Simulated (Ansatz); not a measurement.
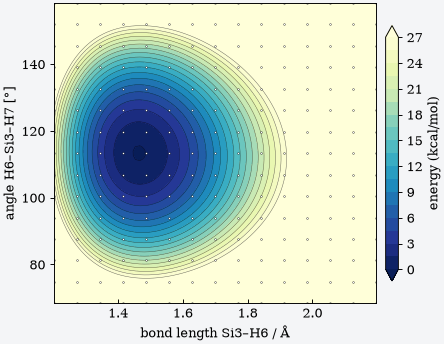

CH3FSiTe, SMILES FC1[SiH2][Te]1. First axis: bond length Si3–H6. Second axis: angle H6–Si3–H7. Nothing is relaxed (all other coordinates rigid). The scan uses a 15 × 15 grid. Energies: kcal/mol, counted from the lowest grid point. The reference is spin-restricted, which grows unreliable where a bond is stretched far. All numbers below come from RHF/def2-TZVP (Ansatz).

Drawn: filled contours, dots at the grid points, one colour for all values above the top of the scale. Between grid points the surface is interpolated.

**Estimate the position of the minimum and the force constants in these coordinates.**

The interpolated minimum is at bond length Si3–H6 ≈ 1.464 Å, angle H6–Si3–H7 ≈ 113.3°. The curvatures there are about 20 eV/Å² and 5.1 eV/rad², with a cross term of about 0.2 eV/(Å·rad). Round the minimum the two coordinates are nearly uncoupled. (1 eV is 23.1 kcal/mol.)
